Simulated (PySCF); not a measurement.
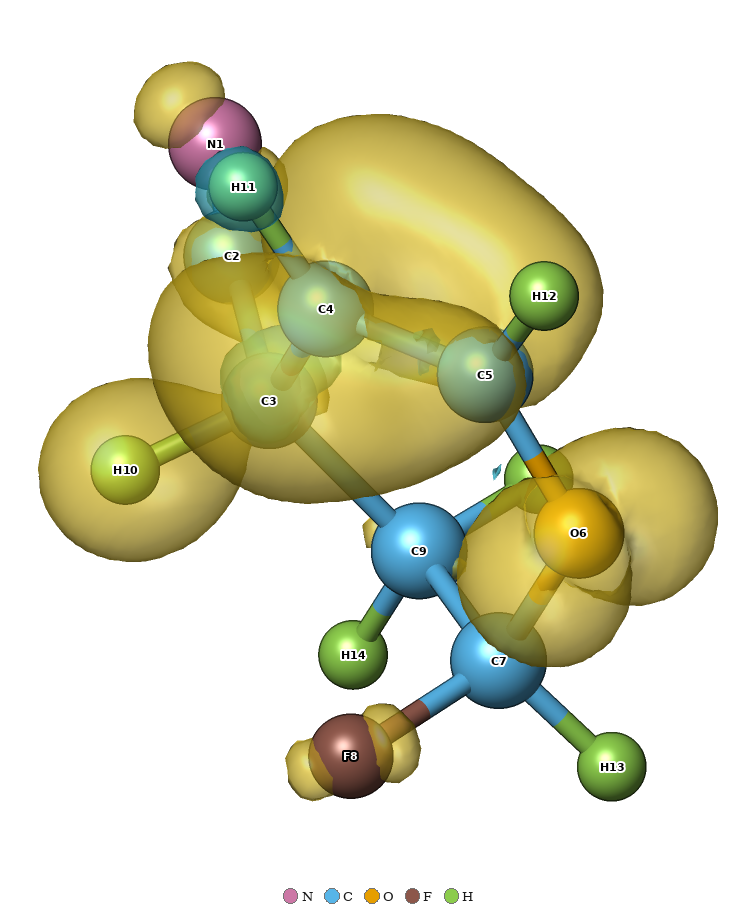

C6H6FNO (charge +1, doublet). Isosurfaces of the spin density at +0.015 (yellow) and −0.015 e/Å³ (cyan), seen at an oblique angle.

Geometry: GFN2-xTB.

Level of theory: UKS B3LYP, pcH-1 on C F H N O, non-relativistic, mean-field spin-orbit, GIAO (PySCF).

```yaml
atoms:
  - { symbol: N, position_ang: [-3.1491, -1.1087, -0.3732] }
  - { symbol: C, position_ang: [-2.1302, -0.8080, 0.0301] }
  - { symbol: C, position_ang: [-0.7875, -0.4078, 0.4404] }
  - { symbol: C, position_ang: [-0.6761, 1.0555, 0.5720] }
  - { symbol: C, position_ang: [0.3838, 1.7286, 0.0026] }
  - { symbol: O, position_ang: [1.4335, 1.1555, -0.5031] }
  - { symbol: C, position_ang: [1.5851, -0.2451, -0.3122] }
  - { symbol: F, position_ang: [2.0110, -0.4110, 0.9682] }
  - { symbol: C, position_ang: [0.2730, -0.9945, -0.5076] }
  - { symbol: H, position_ang: [-0.6901, -0.8463, 1.4561] }
  - { symbol: H, position_ang: [-1.4488, 1.6002, 1.0945] }
  - { symbol: H, position_ang: [0.4113, 2.8139, -0.0579] }
  - { symbol: H, position_ang: [2.3888, -0.5714, -0.9842] }
  - { symbol: H, position_ang: [0.4387, -2.0534, -0.2994] }
  - { symbol: H, position_ang: [-0.0478, -0.8998, -1.5483] }
```

Describe the spin distribution.

Answer. The unpaired spin (1 electron) lies mostly on C4 (about 0.4), O6 (about 0.2) and C5 (about 0.2), in electrons by Hirshfeld's partition.
